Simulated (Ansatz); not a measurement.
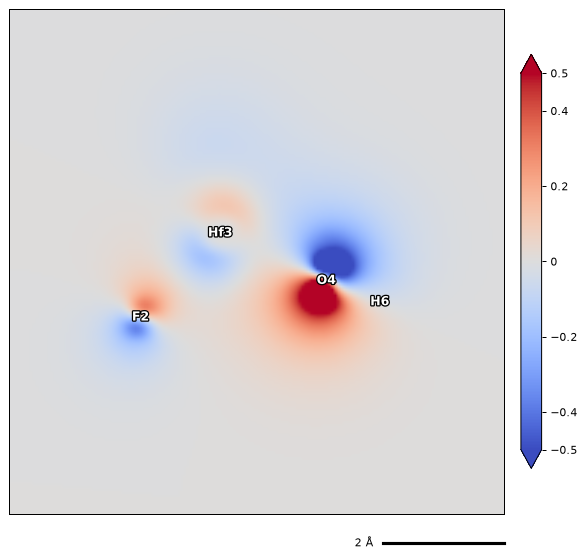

*F2H2HfO2. The HOMO−1 on the plane of atoms F2, Hf3 and O4 (values in Å⁻³ᐟ²; the overall sign is arbitrary).*

Geometry: PBE0-D4/def2-SVP; core potentials replace the inner electrons of Hf.

Level of theory: isolated molecule in a Gaussian basis; Kohn-Sham density functional theory, functional PBE0 in Ansatz.

```yaml
atoms:
  - { symbol: F, position_ang: [-1.0072, -1.2003, -1.7636] }
  - { symbol: F, position_ang: [0.4488, 1.5468, -1.5084] }
  - { symbol: Hf, position_ang: [-0.2276, 0.0427, -0.5248] }
  - { symbol: O, position_ang: [-1.5770, 0.6447, 0.6938] }
  - { symbol: O, position_ang: [1.2212, -0.8105, 0.3927] }
  - { symbol: H, position_ang: [-2.2020, 0.9138, 1.3629] }
  - { symbol: H, position_ang: [1.9016, -1.2203, 0.9217] }
```

Where does this orbital lie, and at what energy?

Answer. By Hirshfeld shares it lies mainly on O4 (about 40 %), O5 (about 40 %) and Hf3 (about 10 %); largely a combination of lone pairs on O4 and O5. Its energy is −9.77 eV.
